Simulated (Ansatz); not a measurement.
Geometry relaxation of C3H9BSi (part 1 of 2)

- system: C3H9BSi, SMILES C[SiH]1BCC1
- method: RKS PBE0-D4/def2-TZVP (Ansatz 0.2.0)

The geometry: PBE-D4/def2-SVP start. Figures and captions count atoms from 1; the log counts them from 0 in places.

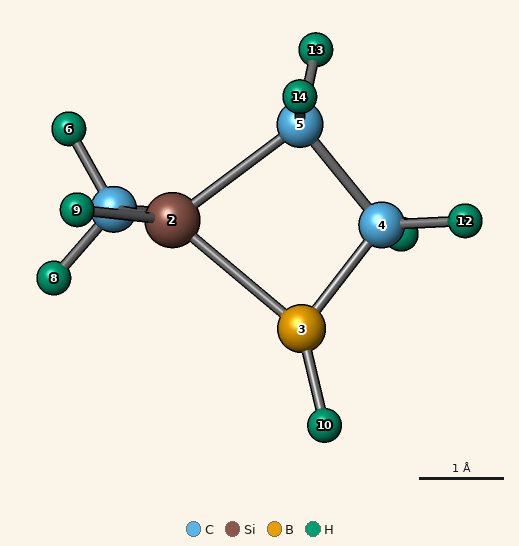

The structure as given in the input (ball-and-stick view, seen at a tilt; atoms are numbered from 1 in the order of the input).

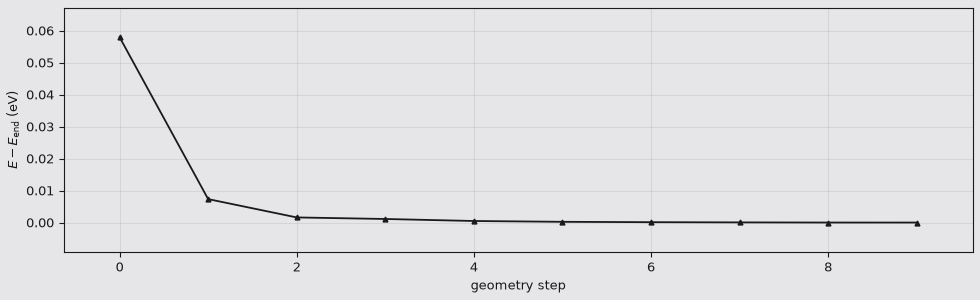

Progress of the relaxation, step by step (the first geometry is step 0 here and step 1 in the log).

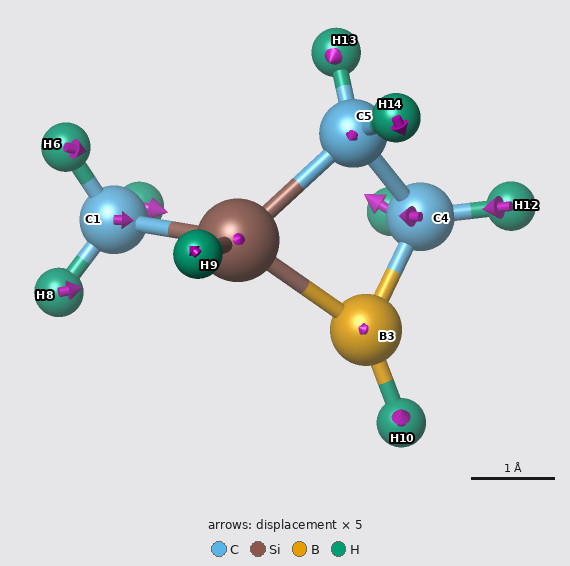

The starting structure with the displacements as pink arrows, magnified 5 times (ball-and-stick view, seen at a tilt). The two geometries are laid on each other by the best rigid fit. The largest moves after the best rigid fit, 0.080 Å, are those of H11 and H12. By element the largest moves are H 0.080 Å, C 0.064 Å, Si 0.023 Å, B 0.023 Å. Distances before and after: Si2–C5 1.936 → 1.908 Å, B3–H10 1.216 → 1.194 Å, C4–H11 1.127 → 1.107 Å, C1–Si2 1.900 → 1.880 Å. Among the angles that change: B3–C4–H11 99.0° → 102.4°. The energy falls by 0.058 eV in 9 geometry steps. Largest force component: 0.55 eV/Å at the start, 0.0047 eV/Å at the end. (Atoms are counted from 1 in the order of the input.)

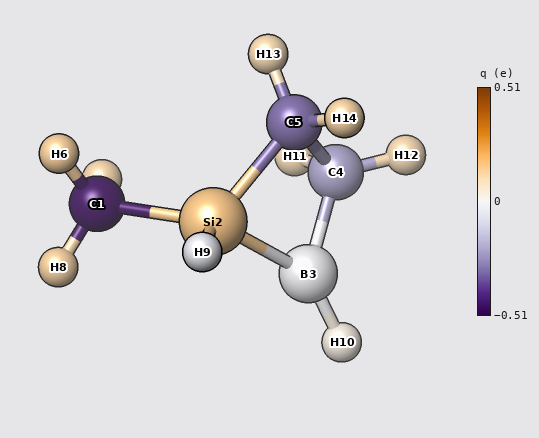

Mulliken charges, as the colour of each atom (ball-and-stick view, seen at a tilt; atoms are numbered from 1 in the order of the input). By element: C −0.49 to −0.24, Si +0.17, B −0.02 and H −0.04 to +0.14 e.

The input that produced these results follows, with the program's output.

The input:
```yaml
crystal:
  periodic: [false, false, false]
  atoms:
    - {symbol: C, position_ang: [-1.038463, -1.178118, 1.429540]}
    - {symbol: Si, position_ang: [0.102094, 0.256291, 0.928939]}
    - {symbol: B, position_ang: [1.636311, -0.158226, -0.352248]}
    - {symbol: C, position_ang: [0.686949, 0.337318, -1.509887]}
    - {symbol: C, position_ang: [-0.404956, 1.130704, -0.722816]}
    - {symbol: H, position_ang: [-2.012088, -0.786991, 1.790106]}
    - {symbol: H, position_ang: [-1.233248, -1.852823, 0.571862]}
    - {symbol: H, position_ang: [-0.586143, -1.778260, 2.244799]}
    - {symbol: H, position_ang: [0.291383, 1.164905, 2.123839]}
    - {symbol: H, position_ang: [2.784444, -0.554787, -0.413619]}
    - {symbol: H, position_ang: [0.260833, -0.657120, -1.826727]}
    - {symbol: H, position_ang: [1.082993, 0.781190, -2.451076]}
    - {symbol: H, position_ang: [-1.441576, 1.058634, -1.112230]}
    - {symbol: H, position_ang: [-0.141632, 2.207982, -0.671683]}
basis:
  gaussian: {orbitals: def2-TZVP}
hamiltonian: {xc: pbe0, dispersion: d4}
relax: {f_tol: 0.005, max_steps: 150}
```

Command:
```bash
ansatz run in.yaml --threads 4 --pin off --events-out ev --progress --plain --max-ram 10444MiB
```

Log:
```
Functional definition: PBE0
  name "PBE0"
  cite "Adamo & Barone, J. Chem. Phys. 110, 6158 (1999) doi:10.1063/1.478522"
  cite "Perdew, Burke & Ernzerhof, Phys. Rev. Lett. 77, 3865 (1996) doi:10.1103/PhysRevLett.77.3865"
  parent pbe
  parameter a = 0.25
  parameter kappa = 0.804
  parameter beta = 0.06672455060314922
  exchange = (1 - a)*pbe_x(kappa = kappa, mu = beta*pi^2/3) + a*exact_x
  correlation = pbe_c(beta = beta)
1373 factors; their error is unknown
mean field evaluation 1: about -11791.9364 eV, gradient 7.1e1 eV
mean field evaluation 2: about -11783.3188 eV, gradient 8.8e1 eV
mean field evaluation 4: about -11803.8014 eV, gradient 4.6e0 eV
mean field evaluation 8: about -11803.8513 eV, gradient 3.9e-2 eV
mean field evaluation 16: about -11803.8646 eV, gradient 3.1e-4 eV
mean field -11803.86457428 eV, -433.7840221579 hartree, gradient 3.2e-5 eV, S^2 0.000000; 0 other end points of the search recorded, 0 dependent functions left out
the calculation of the forces begins
reference -11803.86461175 eV, -433.7840235350 hartree; 23, 23 occupied and 192, 192 virtual orbitals, 1373 factors
relax step   1: F+E_penalty+E_count = -11804.11560782 eV  Δ(F+E_penalty+E_count) = +0.000e0 eV  max|allowed force component| = 5.512e-1 eV/Å  Δτ_max = 0.0000 Å  (29 SCF iters, accepted)
these checks for a lower state are left out or cut short: starts, cluster_reference, orbital_swaps, neighbouring_geometries, increment
1373 factors; their error is unknown
mean field -11803.91392275 eV, -433.7858356810 hartree, gradient 9.5e-6 eV, S^2 0.000000; 0 other end points of the search recorded, 0 dependent functions left out
the calculation of the forces begins
reference -11803.91395993 eV, -433.7858370473 hartree; 23, 23 occupied and 192, 192 virtual orbitals, 1373 factors
relax step   2: F+E_penalty+E_count = -11804.16623794 eV  Δ(F+E_penalty+E_count) = -5.063e-2 eV  max|allowed force component| = 1.647e-1 eV/Å  Δτ_max = 0.0273 Å  (32 SCF iters, accepted)
these checks for a lower state are left out or cut short: starts, cluster_reference, orbital_swaps, neighbouring_geometries, increment
1373 factors; their error is unknown
mean field evaluation 32: about -11803.9188 eV, gradient 9.2e-6 eV
mean field -11803.91875136 eV, -433.7860131290 hartree, gradient 9.2e-6 eV, S^2 0.000000; 0 other end points of the search recorded, 0 dependent functions left out
the calculation of the forces begins
reference -11803.91878841 eV, -433.7860144904 hartree; 23, 23 occupied and 192, 192 virtual orbitals, 1373 factors
relax step   3: F+E_penalty+E_count = -11804.17196898 eV  Δ(F+E_penalty+E_count) = -5.731e-3 eV  max|allowed force component| = 7.276e-2 eV/Å  Δτ_max = 0.0177 Å  (33 SCF iters, accepted)
these checks for a lower state are left out or cut short: starts, cluster_reference, orbital_swaps, neighbouring_geometries, increment
1373 factors; their error is unknown
mean field -11803.91915429 eV, -433.7860279364 hartree, gradient 9.2e-6 eV, S^2 0.000000; 0 other end points of the search recorded, 0 dependent functions left out
the calculation of the forces begins
reference -11803.91919132 eV, -433.7860292974 hartree; 23, 23 occupied and 192, 192 virtual orbitals, 1373 factors
relax step   4: F+E_penalty+E_count = -11804.17245283 eV  Δ(F+E_penalty+E_count) = -4.839e-4 eV  max|allowed force component| = 3.563e-2 eV/Å  Δτ_max = 0.0101 Å  (32 SCF iters, accepted)
these checks for a lower state are left out or cut short: starts, cluster_reference, orbital_swaps, neighbouring_geometries, increment
1373 factors; their error is unknown
mean field -11803.91959471 eV, -433.7860441213 hartree, gradient 9.1e-6 eV, S^2 0.000000; 0 other end points of the search recorded, 0 dependent functions left out
the calculation of the forces begins
reference -11803.91963174 eV, -433.7860454822 hartree; 23, 23 occupied and 192, 192 virtual orbitals, 1373 factors
relax step   5: F+E_penalty+E_count = -11804.17308333 eV  Δ(F+E_penalty+E_count) = -6.305e-4 eV  max|allowed force component| = 2.386e-2 eV/Å  Δτ_max = 0.0181 Å  (33 SCF iters, accepted)
these checks for a lower state are left out or cut short: starts, cluster_reference, orbital_swaps, neighbouring_geometries, increment
1373 factors; their error is unknown
mean field -11803.91964918 eV, -433.7860461234 hartree, gradient 9.3e-6 eV, S^2 0.000000; 0 other end points of the search recorded, 0 dependent functions left out
the calculation of the forces begins
reference -11803.91968621 eV, -433.7860474840 hartree; 23, 23 occupied and 192, 192 virtual orbitals, 1373 factors
relax step   6: F+E_penalty+E_count = -11804.17333891 eV  Δ(F+E_penalty+E_count) = -2.556e-4 eV  max|allowed force component| = 1.667e-2 eV/Å  Δτ_max = 0.0132 Å  (32 SCF iters, accepted)
these checks for a lower state are left out or cut short: starts, cluster_reference, orbital_swaps, neighbouring_geometries, increment
1373 factors; their error is unknown
mean field -11803.91956145 eV, -433.7860428993 hartree, gradient 9.2e-6 eV, S^2 0.000000; 0 other end points of the search recorded, 0 dependent functions left out
the calculation of the forces begins
reference -11803.91959847 eV, -433.7860442597 hartree; 23, 23 occupied and 192, 192 virtual orbitals, 1373 factors
relax step   7: F+E_penalty+E_count = -11804.17345491 eV  Δ(F+E_penalty+E_count) = -1.160e-4 eV  max|allowed force component| = 7.216e-3 eV/Å  Δτ_max = 0.0110 Å  (33 SCF iters, accepted)
these checks for a lower state are left out or cut short: starts, cluster_reference, orbital_swaps, neighbouring_geometries, increment
1373 factors; their error is unknown
mean field evaluation 64: about -11803.9195 eV, gradient 2.3e-4 eV
mean field -11803.91950413 eV, -433.7860407928 hartree, gradient 9.2e-6 eV, S^2 0.000000; 0 other end points of the search recorded, 0 dependent functions left out
the calculation of the forces begins
reference -11803.91954114 eV, -433.7860421530 hartree; 23, 23 occupied and 192, 192 virtual orbitals, 1373 factors
relax step   8: F+E_penalty+E_count = -11804.17351930 eV  Δ(F+E_penalty+E_count) = -6.439e-5 eV  max|allowed force component| = 8.417e-3 eV/Å  Δτ_max = 0.0100 Å  (34 SCF iters, accepted)
these checks for a lower state are left out or cut short: starts, cluster_reference, orbital_swaps, neighbouring_geometries, increment
1373 factors; their error is unknown
mean field -11803.91938513 eV, -433.7860364196 hartree, gradient 9.2e-6 eV, S^2 0.000000; 0 other end points of the search recorded, 0 dependent functions left out
the calculation of the forces begins
reference -11803.91942214 eV, -433.7860377796 hartree; 23, 23 occupied and 192, 192 virtual orbitals, 1373 factors
relax step   9: F+E_penalty+E_count = -11804.17356680 eV  Δ(F+E_penalty+E_count) = -4.750e-5 eV  max|allowed force component| = 6.690e-3 eV/Å  Δτ_max = 0.0138 Å  (33 SCF iters, accepted)
these checks for a lower state are left out or cut short: starts, cluster_reference, orbital_swaps, neighbouring_geometries, increment
1373 factors; their error is unknown
mean field -11803.91938806 eV, -433.7860365274 hartree, gradient 9.2e-6 eV, S^2 0.000000; 0 other end points of the search recorded, 0 dependent functions left out
the calculation of the forces begins
reference -11803.91942507 eV, -433.7860378874 hartree; 23, 23 occupied and 192, 192 virtual orbitals, 1373 factors
relax step  10: F+E_penalty+E_count = -11804.17357199 eV  Δ(F+E_penalty+E_count) = -5.191e-6 eV  max|allowed force component| = 4.724e-3 eV/Å  Δτ_max = 0.0043 Å  (33 SCF iters, accepted)
1373 factors; their error is unknown
mean field evaluation 96: about -11803.9055 eV, gradient 4.0e-2 eV
mean field -11803.91938806 eV, -433.7860365274 hartree, gradient 9.2e-6 eV, S^2 0.000000; 1 other end points of the search recorded, 0 dependent functions left out
the calculation of the forces begins
reference -11803.91942507 eV, -433.7860378874 hartree; 23, 23 occupied and 192, 192 virtual orbitals, 1373 factors
Total energy: -11804.17360900 eV, -433.7953789744 hartree
Atom 0 at    -1.014099    -1.161258     1.390134 Å, force     0.002469     0.000997    -0.004724 eV/Å
Atom 1 at     0.103371     0.279323     0.931956 Å, force    -0.004560    -0.003970     0.003857 eV/Å
Atom 2 at     1.624546    -0.154386    -0.333305 Å, force     0.002384     0.003484     0.001077 eV/Å
Atom 3 at     0.653406     0.287611    -1.487563 Å, force     0.001102    -0.001211    -0.000638 eV/Å
Atom 4 at    -0.392330     1.130055    -0.702281 Å, force    -0.001703    -0.002982     0.001309 eV/Å
Atom 5 at    -1.984189    -0.795986     1.736736 Å, force     0.000107     0.000545    -0.000071 eV/Å
Atom 6 at    -1.183897    -1.814661     0.531343 Å, force    -0.001877    -0.002065     0.000816 eV/Å
Atom 7 at    -0.571676    -1.759979     2.189589 Å, force     0.000312     0.000484    -0.000210 eV/Å
Atom 8 at     0.263528     1.159595     2.129939 Å, force     0.002739     0.002984    -0.001027 eV/Å
Atom 9 at     2.763826    -0.506704    -0.400541 Å, force    -0.000157    -0.000877     0.000066 eV/Å
Atom 10 at     0.191289    -0.671650    -1.789532 Å, force    -0.001687     0.001639    -0.000202 eV/Å
Atom 11 at     1.049280     0.719685    -2.412904 Å, force     0.000389    -0.000125     0.000445 eV/Å
Atom 12 at    -1.419065     1.076577    -1.069173 Å, force    -0.000613     0.000821     0.000010 eV/Å
Atom 13 at    -0.097089     2.182478    -0.685599 Å, force     0.001096     0.000276    -0.000707 eV/Å
Dipole moment:    -0.119059    -0.085641    -0.097513 e Å
```
